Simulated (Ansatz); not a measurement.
## SiNH$_{5}$O: geometry relaxation

- system: SiNH$_{5}$O, SMILES N[SiH2]O
- method: RKS B3LYP-D4/def2-TZVP (Ansatz 0.2.0)

It belongs to a series of runs on one base structure; here: end point B relaxed. Figures and captions count atoms from 1; the log counts them from 0 in places.

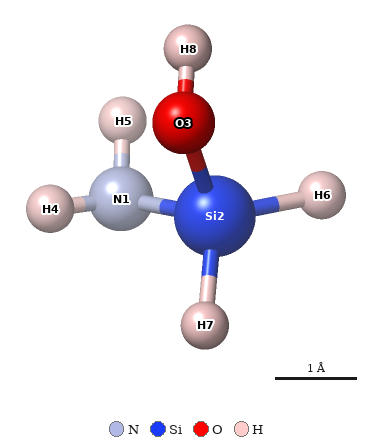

Figure 1. The input geometry (ball-and-stick view, seen at a tilt; atoms are numbered from 1 in the order of the input). Bond lengths as drawn: H–N 0.99 to 1.04 Å, H–O 1.01 Å, H–Si 1.48 to 1.49 Å, N–Si 1.62 Å and O–Si 1.65 Å.

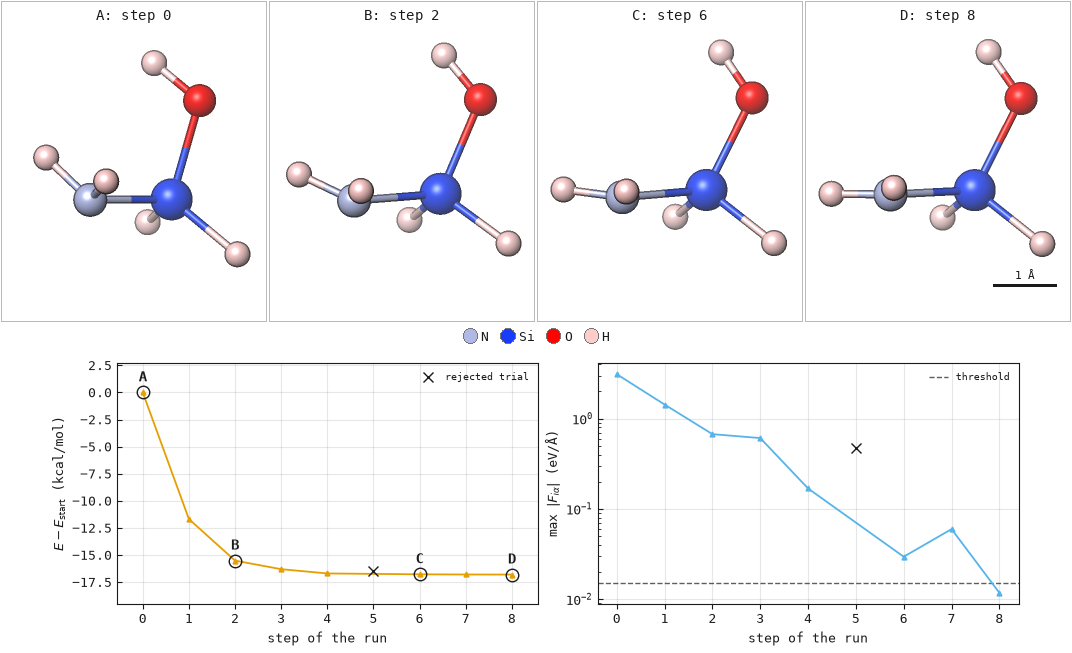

Figure 2. Frames of the relaxation (ball-and-stick view, seen at a tilt) above the curves, on which the letters mark them (the first geometry is step 0 here and step 1 in the log).

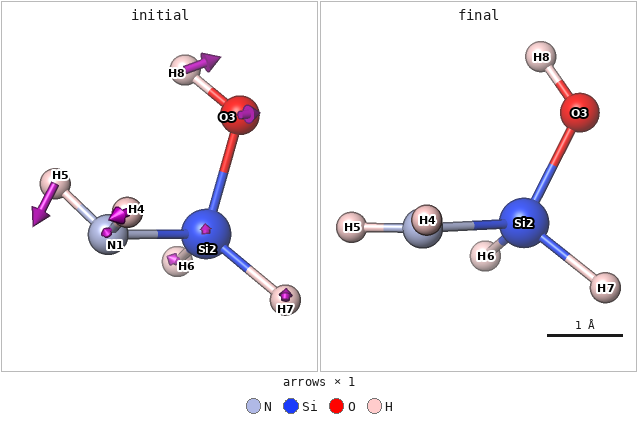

Figure 3. Before (left) and after (right) the relaxation, at one scale (ball-and-stick view, seen at a tilt). The pink arrows give the displacements, at true length. H5 moves most after the best rigid fit: 0.66 Å. Largest moves by element: H 0.66 Å, O 0.35 Å, Si 0.15 Å, N 0.13 Å. Distances before and after: N1–Si2 1.624 → 1.709 Å, O3–H8 1.013 → 0.961 Å, N1–H5 1.037 → 1.006 Å, N1–H4 0.986 → 1.006 Å. Among the angles that change: N1–Si2–O3 101.1° → 116.1°, Si2–N1–H4 109.6° → 124.0°, Si2–N1–H5 110.4° → 122.7°. The energy falls by 16.8 kcal/mol in 8 geometry steps. Largest force component: 3.1 eV/Å at the start, 0.012 eV/Å at the end. The line search rejected the trial step at point 5 (counted from 0) and went back. (Atoms are counted from 1 in the order of the input.)

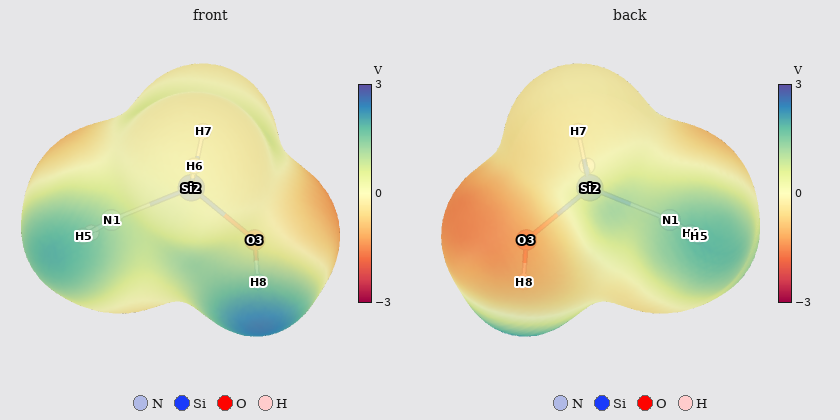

Figure 4. The molecular electrostatic potential painted on the density surface at 0.002 e/bohr³, seen face on and from behind; red is negative and blue positive.

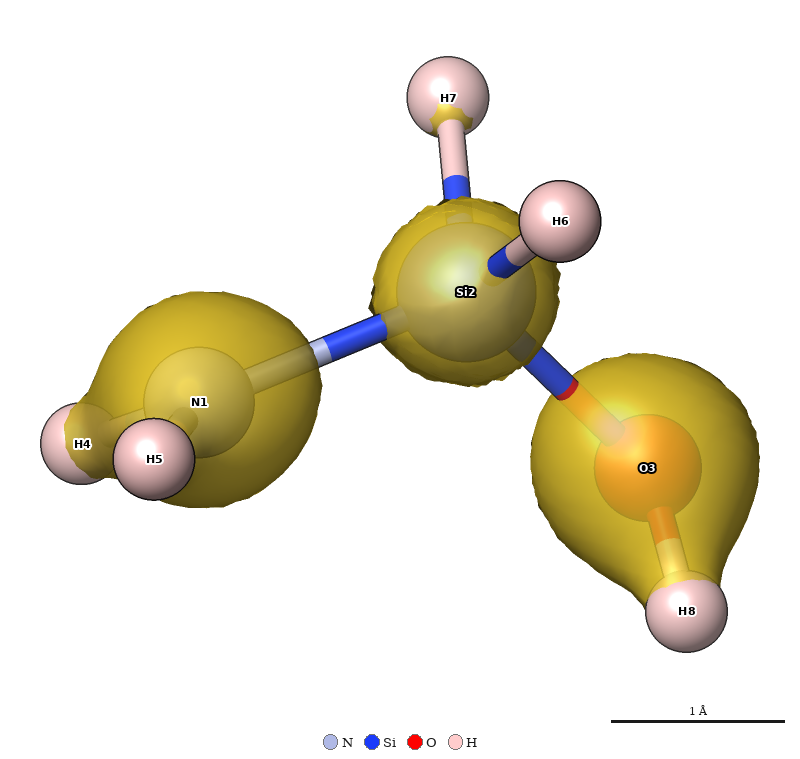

Figure 5. Isosurface of the electron density at 1.5 e/Å³ (yellow), seen at a tilt. At this value the surface falls into five separate pieces. It is pinched off along the Si–O (1.65 Å) and Si–N (1.71 Å) contacts. On the grid the lowest density along these lines, outside the cores, is 1 e/Å³ (Si–O, 1.65 Å), 0.97 e/Å³ (Si–N, 1.71 Å), 2.4 e/Å³ (O–H, 0.96 Å) and 2.3 e/Å³ (N–H, 1.01 Å).

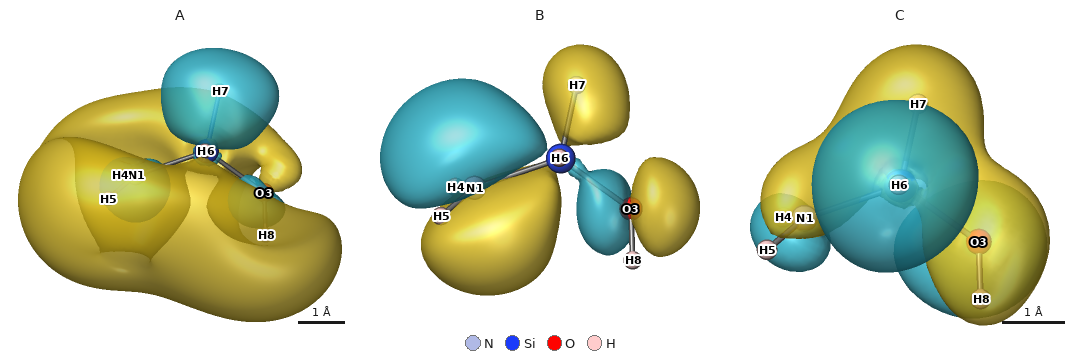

Figure 6. Three frontier orbitals at ±0.06 Å⁻³ᐟ² (yellow and cyan are the two phases). C is the HOMO−1 (−8.49 eV). It lies mainly on O3 (40 %), H6 (25 %) and Si2 (20 %). B is the HOMO (−7.35 eV). A is the LUMO (0.34 eV). It lies mainly on Si2 (30 %), H8 (15 %), H5 (15 %), H4 (15 %) and N1 (10 %). The HOMO–LUMO gap is 7.69 eV between the orbital energies.

The input that produced these results follows, with the program's output.

**Input**
```yaml
crystal:
  periodic: [false, false, false]
  atoms:
    - { symbol: "N", position_ang: [-0.7726, 0.7439, -0.7554] }
    - { symbol: Si, position_ang: [0.4904, 0.1996, 0.1079] }
    - { symbol: O, position_ang: [-0.0774, -1.264, 0.6131] }
    - { symbol: H, position_ang: [-0.9679, 0.1142, -1.488] }
    - { symbol: H, position_ang: [-1.6245, 0.7826, -0.1652] }
    - { symbol: H, position_ang: [0.7477, 1.0952, 1.2629] }
    - { symbol: H, position_ang: [1.673, 0.0264, -0.7868] }
    - { symbol: H, position_ang: [-0.9009, -1.15095, 1.19269] }
basis:
  gaussian: { orbitals: def2-TZVP }
hamiltonian:
  xc: b3lyp
  dispersion: d4
relax:
  f_tol: 0.015
  max_steps: 40
output:
  orbitals: {}
```

Launched with:
```bash
ansatz run input.yaml --threads 2 --pin off --max-ram 3072MiB --backend cpu --events-out ev --progress --plain --runs-dir out
```

**The program's output**
```
The last accepted step is kept in [file] (removed where the run ends without a failure and the disk answers)
Engine: ansatz 0.2.0, aarch64-unknown-linux-gnu
Functional definition: B3LYP
  parameter a0 = 0.2
  parameter ax = 0.72
  parameter ac = 0.81
  exchange = (1 - a0 - ax)*slater_x + ax*b88_x + a0*exact_x
  correlation = (1 - ac)*vwn_rpa_c + ac*lyp_c
787 factors; their error is unknown
mean field evaluation 1: about -11488.7437 eV, gradient 8.2e1 eV
mean field evaluation 2: about -11467.1497 eV, gradient 1.3e2 eV
mean field evaluation 4: about -11499.9275 eV, gradient 8.1e0 eV
mean field evaluation 8: about -11500.0399 eV, gradient 4.0e-2 eV
mean field evaluation 16: about -11500.0676 eV, gradient 3.7e-5 eV
mean field -11500.06761620 eV, -422.6196898695 hartree, gradient 3.7e-5 eV, S^2 0.000000; 0 other end points of the search recorded, 0 dependent functions left out
the calculation of the forces begins
reference -11500.06784498 eV, -422.6196982772 hartree; 17, 17 occupied and 112, 112 virtual orbitals, 787 factors
relax step   1: F+E_penalty+E_count = -11500.25974888 eV  Δ(F+E_penalty+E_count) = +0.000e0 eV  max|allowed force component| = 3.101e0 eV/Å  Δτ_max = 0.0000 Å  (25 SCF iters, accepted)
these checks for a lower state are left out or cut short: starts, cluster_reference, orbital_swaps, neighbouring_geometries, increment
787 factors; their error is unknown
mean field -11500.57768487 eV, -422.6384345476 hartree, gradient 2.6e-5 eV, S^2 0.000000; 0 other end points of the search recorded, 0 dependent functions left out
the calculation of the forces begins
reference -11500.57791461 eV, -422.6384429904 hartree; 17, 17 occupied and 112, 112 virtual orbitals, 787 factors
relax step   2: F+E_penalty+E_count = -11500.76617160 eV  Δ(F+E_penalty+E_count) = -5.064e-1 eV  max|allowed force component| = 1.430e0 eV/Å  Δτ_max = 0.1947 Å  (28 SCF iters, accepted)
these checks for a lower state are left out or cut short: starts, cluster_reference, orbital_swaps, neighbouring_geometries, increment
787 factors; their error is unknown
mean field -11500.74677157 eV, -422.6446483692 hartree, gradient 9.8e-6 eV, S^2 0.000000; 0 other end points of the search recorded, 0 dependent functions left out
the calculation of the forces begins
reference -11500.74700263 eV, -422.6446568604 hartree; 17, 17 occupied and 112, 112 virtual orbitals, 787 factors
relax step   3: F+E_penalty+E_count = -11500.93241664 eV  Δ(F+E_penalty+E_count) = -1.662e-1 eV  max|allowed force component| = 6.725e-1 eV/Å  Δτ_max = 0.1999 Å  (28 SCF iters, accepted)
these checks for a lower state are left out or cut short: starts, cluster_reference, orbital_swaps, neighbouring_geometries, increment
787 factors; their error is unknown
mean field evaluation 32: about -11500.7525 eV, gradient 2.4e-1 eV
mean field -11500.78239107 eV, -422.6459573614 hartree, gradient 1.1e-5 eV, S^2 0.000000; 0 other end points of the search recorded, 0 dependent functions left out
the calculation of the forces begins
reference -11500.78262307 eV, -422.6459658873 hartree; 17, 17 occupied and 112, 112 virtual orbitals, 787 factors
relax step   4: F+E_penalty+E_count = -11500.96669103 eV  Δ(F+E_penalty+E_count) = -3.427e-2 eV  max|allowed force component| = 6.090e-1 eV/Å  Δτ_max = 0.2000 Å  (28 SCF iters, accepted)
these checks for a lower state are left out or cut short: starts, cluster_reference, orbital_swaps, neighbouring_geometries, increment
787 factors; their error is unknown
mean field -11500.79939623 eV, -422.6465822896 hartree, gradient 1.2e-5 eV, S^2 0.000000; 0 other end points of the search recorded, 0 dependent functions left out
the calculation of the forces begins
reference -11500.79962858 eV, -422.6465908282 hartree; 17, 17 occupied and 112, 112 virtual orbitals, 787 factors
relax step   5: F+E_penalty+E_count = -11500.98372303 eV  Δ(F+E_penalty+E_count) = -1.703e-2 eV  max|allowed force component| = 1.685e-1 eV/Å  Δτ_max = 0.0579 Å  (29 SCF iters, accepted)
these checks for a lower state are left out or cut short: starts, cluster_reference, orbital_swaps, neighbouring_geometries, increment
787 factors; their error is unknown
mean field -11500.78747424 eV, -422.6461441644 hartree, gradient 1.2e-5 eV, S^2 0.000000; 0 other end points of the search recorded, 0 dependent functions left out
the calculation of the forces begins
reference -11500.78770691 eV, -422.6461527152 hartree; 17, 17 occupied and 112, 112 virtual orbitals, 787 factors
relax step   6: F+E_penalty+E_count = -11500.97193430 eV  Δ(F+E_penalty+E_count) = +1.179e-2 eV  max|allowed force component| = 4.769e-1 eV/Å  Δτ_max = 0.0751 Å  (29 SCF iters, rejected (line search))
these checks for a lower state are left out or cut short: starts, cluster_reference, orbital_swaps, neighbouring_geometries, increment
787 factors; their error is unknown
mean field -11500.80276405 eV, -422.6467060548 hartree, gradient 1.1e-5 eV, S^2 0.000000; 0 other end points of the search recorded, 0 dependent functions left out
the calculation of the forces begins
reference -11500.80299659 eV, -422.6467146005 hartree; 17, 17 occupied and 112, 112 virtual orbitals, 787 factors
relax step   7: F+E_penalty+E_count = -11500.98720713 eV  Δ(F+E_penalty+E_count) = -3.484e-3 eV  max|allowed force component| = 2.955e-2 eV/Å  Δτ_max = 0.0375 Å  (29 SCF iters, accepted)
these checks for a lower state are left out or cut short: starts, cluster_reference, orbital_swaps, neighbouring_geometries, increment
787 factors; their error is unknown
mean field evaluation 64: about -11500.8033 eV, gradient 1.1e-5 eV
mean field -11500.80327931 eV, -422.6467249901 hartree, gradient 1.1e-5 eV, S^2 0.000000; 0 other end points of the search recorded, 0 dependent functions left out
the calculation of the forces begins
reference -11500.80351166 eV, -422.6467335289 hartree; 17, 17 occupied and 112, 112 virtual orbitals, 787 factors
relax step   8: F+E_penalty+E_count = -11500.98792797 eV  Δ(F+E_penalty+E_count) = -7.208e-4 eV  max|allowed force component| = 5.975e-2 eV/Å  Δτ_max = 0.0542 Å  (29 SCF iters, accepted)
these checks for a lower state are left out or cut short: starts, cluster_reference, orbital_swaps, neighbouring_geometries, increment
787 factors; their error is unknown
mean field -11500.80344027 eV, -422.6467309055 hartree, gradient 1.1e-5 eV, S^2 0.000000; 0 other end points of the search recorded, 0 dependent functions left out
the calculation of the forces begins
reference -11500.80367260 eV, -422.6467394433 hartree; 17, 17 occupied and 112, 112 virtual orbitals, 787 factors
relax step   9: F+E_penalty+E_count = -11500.98823679 eV  Δ(F+E_penalty+E_count) = -3.088e-4 eV  max|allowed force component| = 1.179e-2 eV/Å  Δτ_max = 0.0274 Å  (30 SCF iters, accepted)
787 factors; their error is unknown
mean field -11500.80344027 eV, -422.6467309054 hartree, gradient 6.7e-5 eV, S^2 0.000000; 1 other end points of the search recorded, 0 dependent functions left out
the calculation of the forces begins
reference -11500.80367260 eV, -422.6467394433 hartree; 17, 17 occupied and 112, 112 virtual orbitals, 787 factors
Total energy: -11500.98846912 eV, -422.6535305902 hartree
Atom 0 at    -0.890686     0.690993    -0.801728 Å, force    -0.008677     0.011787     0.000910 eV/Å
Atom 1 at     0.394085     0.101101     0.158847 Å, force     0.003066    -0.000315    -0.001349 eV/Å
Atom 2 at     0.180284    -1.401828     0.815330 Å, force     0.005010    -0.006581    -0.005047 eV/Å
Atom 3 at    -1.158912     0.295369    -1.687246 Å, force    -0.000109    -0.006871    -0.003236 eV/Å
Atom 4 at    -1.558169     1.362915    -0.463516 Å, force     0.002846    -0.001794     0.001894 eV/Å
Atom 5 at     0.566755     1.116547     1.224418 Å, force    -0.002912     0.007132     0.005903 eV/Å
Atom 6 at     1.608623    -0.077043    -0.658243 Å, force     0.002479    -0.006689     0.000669 eV/Å
Atom 7 at    -0.574181    -1.541103     1.393327 Å, force    -0.001703     0.003331     0.000257 eV/Å
Dipole moment:    -0.471965     0.140441    -0.005012 e Å
```

**Trajectory as extended XYZ (Å, eV, eV/Å), 9 frames, from step=1 to step=9**
```
8
Properties=species:S:1:pos:R:3:forces:R:3 step=1 energy=-11500.25975
N    -0.7726    0.7439   -0.7554   -3.1007   2.5124  -0.5354
Si    0.4904    0.1996    0.1079    2.2197  -0.9214   1.4415
O    -0.0774   -1.2640    0.6131   -1.0749  -0.7585   2.0551
H    -0.9679    0.1142   -1.4880   -0.4642  -0.5801  -1.2624
H    -1.6245    0.7826   -0.1652    0.5956   0.3282  -0.7558
H     0.7477    1.0952    1.2629    0.1281  -0.0052  -0.0685
H     1.6730    0.0264   -0.7868   -0.1626  -0.1182   0.3397
H    -0.9009   -1.1509    1.1927    1.8591  -0.4573  -1.2143
8
Properties=species:S:1:pos:R:3:forces:R:3 step=2 energy=-11500.76617
N    -0.8084    0.7916   -0.8044   -1.4303   0.7158  -0.2034
Si    0.4461    0.1774    0.1239    1.0965  -0.8038   0.7402
O     0.0033   -1.3273    0.6906   -0.2752   0.1398   0.6794
H    -1.0304    0.1810   -1.5750   -0.1519   0.0454  -0.3679
H    -1.6720    0.9328   -0.2676    0.3875   0.1945  -0.4478
H     0.7550    1.0923    1.2507   -0.1354   0.0233  -0.0376
H     1.6556   -0.0187   -0.7099   -0.1397  -0.0698   0.0440
H    -0.7814   -1.2821    1.2728    0.6486  -0.2452  -0.4069
8
Properties=species:S:1:pos:R:3:forces:R:3 step=3 energy=-11500.93242
N    -0.8304    0.7805   -0.8059   -0.3539  -0.1127  -0.2111
Si    0.4531    0.1258    0.1451   -0.6725   0.4065   0.0871
O     0.1207   -1.3521    0.7843   -0.3366  -0.4297   0.5005
H    -1.0833    0.3174   -1.6740    0.1694   0.1072   0.1433
H    -1.6893    1.1006   -0.3619    0.4360   0.0320  -0.0384
H     0.6381    1.1190    1.2398    0.1495  -0.0965  -0.1222
H     1.6213   -0.1230   -0.6992    0.1793   0.1014  -0.0974
H    -0.6623   -1.4212    1.3531    0.4287  -0.0083  -0.2618
8
Properties=species:S:1:pos:R:3:forces:R:3 step=4 energy=-11500.96669
N    -0.8555    0.7705   -0.8475    0.6090  -0.1711   0.4361
Si    0.3822    0.0999    0.1340   -0.0922  -0.1978   0.1746
O     0.1222   -1.4099    0.7915   -0.0776   0.2448  -0.0171
H    -1.0721    0.3491   -1.7287   -0.3302   0.0089  -0.2721
H    -1.6192    1.2405   -0.3998   -0.3155   0.0956  -0.1769
H     0.5611    1.0776    1.2303    0.0375   0.0257   0.0379
H     1.5848   -0.0916   -0.6908    0.0363  -0.0245  -0.0296
H    -0.5357   -1.4891    1.4922    0.1327   0.0183  -0.1530
8
Properties=species:S:1:pos:R:3:forces:R:3 step=5 energy=-11500.98372
N    -0.8623    0.7370   -0.8283   -0.1376   0.0383   0.0379
Si    0.3829    0.1027    0.1589    0.1292  -0.0810  -0.1685
O     0.1575   -1.4029    0.8070   -0.0335   0.0286   0.0075
H    -1.1079    0.3539   -1.7281    0.0703  -0.0288   0.0481
H    -1.6205    1.2778   -0.4441    0.0258   0.0205   0.0018
H     0.5825    1.0952    1.2396   -0.0377   0.0177   0.0118
H     1.5783   -0.1041   -0.6772    0.0380   0.0504   0.0008
H    -0.5426   -1.5128    1.4533   -0.0544  -0.0457   0.0607
8
Properties=species:S:1:pos:R:3:forces:R:3 step=6 energy=-11500.97193 accepted=F
N    -0.8647    0.7411   -0.8320    0.1115  -0.1859  -0.1985
Si    0.3939    0.0837    0.1231   -0.2558   0.1319   0.4769
O     0.1394   -1.4116    0.7901    0.1496  -0.0539  -0.2398
H    -1.1469    0.3240   -1.7040   -0.0178   0.0247  -0.0591
H    -1.5862    1.3289   -0.4532   -0.0113   0.0369   0.0906
H     0.5240    1.0481    1.2400    0.1196   0.1014  -0.0296
H     1.6250   -0.0747   -0.6671   -0.0321  -0.0690  -0.0706
H    -0.5168   -1.4926    1.4844   -0.0638   0.0139   0.0301
8
Properties=species:S:1:pos:R:3:forces:R:3 step=7 energy=-11500.98721
N    -0.8713    0.7249   -0.8221   -0.0266  -0.0005   0.0134
Si    0.3872    0.0996    0.1535    0.0024  -0.0261   0.0117
O     0.1592   -1.4038    0.8085    0.0128   0.0208  -0.0295
H    -1.1226    0.3355   -1.7163    0.0140  -0.0098   0.0123
H    -1.6009    1.3095   -0.4490    0.0114   0.0051  -0.0004
H     0.5724    1.0988    1.2330   -0.0109   0.0007  -0.0070
H     1.5923   -0.0917   -0.6720    0.0175   0.0042  -0.0107
H    -0.5485   -1.5258    1.4455   -0.0207   0.0056   0.0102
8
Properties=species:S:1:pos:R:3:forces:R:3 step=8 energy=-11500.98793
N    -0.8797    0.7065   -0.8102   -0.0016  -0.0323  -0.0039
Si    0.3948    0.1007    0.1564    0.0158  -0.0106   0.0030
O     0.1762   -1.4034    0.8139   -0.0597   0.0379   0.0063
H    -1.1522    0.2986   -1.6898    0.0023   0.0104   0.0127
H    -1.5730    1.3422   -0.4534    0.0013   0.0014  -0.0011
H     0.5693    1.1108    1.2264   -0.0011   0.0096   0.0084
H     1.6083   -0.0792   -0.6622   -0.0051  -0.0089   0.0037
H    -0.5760   -1.5293    1.4000    0.0482  -0.0074  -0.0291
8
Properties=species:S:1:pos:R:3:forces:R:3 step=9 energy=-11500.98824
N    -0.8907    0.6910   -0.8017   -0.0087   0.0118   0.0009
Si    0.3941    0.1011    0.1588    0.0031  -0.0003  -0.0013
O     0.1803   -1.4018    0.8153    0.0050  -0.0066  -0.0050
H    -1.1589    0.2954   -1.6872   -0.0001  -0.0069  -0.0032
H    -1.5582    1.3629   -0.4635    0.0028  -0.0018   0.0019
H     0.5668    1.1165    1.2244   -0.0029   0.0071   0.0059
H     1.6086   -0.0770   -0.6582    0.0025  -0.0067   0.0007
H    -0.5742   -1.5411    1.3933   -0.0017   0.0033   0.0003
```

**Summary**

```csv
quantity,value
outcome,converged
total energy,−11500.9885 eV
mean-field energy,−11500.8037 eV
largest force (length of the vector) at the end,0.015 eV/Å
hardware,"2 threads of Arm Neoverse V1, 24 GiB of memory available, shared host"
wall time,19 s (CPU time 37 s)
peak memory,0.21 GiB
```
